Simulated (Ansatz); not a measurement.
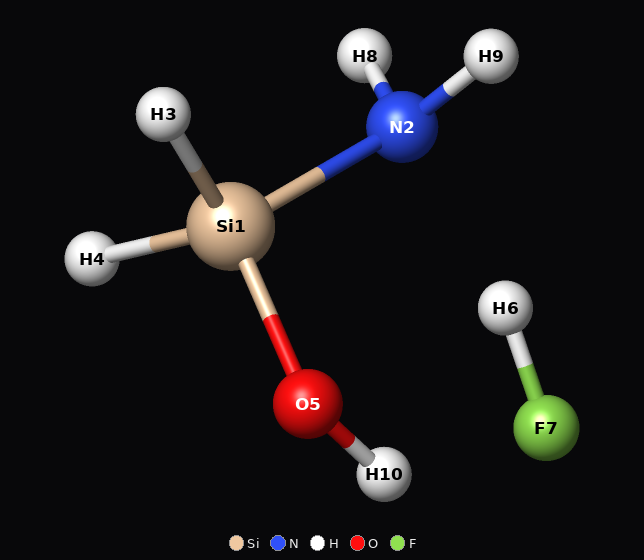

Harmonic vibrations computed with RKS PBE0-D4/def2-TZVP (Ansatz 0.2.0) at a stationary point of the same level.

Question: How many imaginary frequencies does it have?

Answer: A minimum: no imaginary frequency, and the lowest mode lies at 87 cm⁻¹.

Question: List the wavenumbers.

Answer: 24 modes: 87, 137, 249, 297, 384, 504, 584, 678, 744, 763, 873, 903, 953, 971, 985, 1034, 1093, 1583, 2234, 2254, 3138, 3552, 3639, 3797 cm⁻¹.
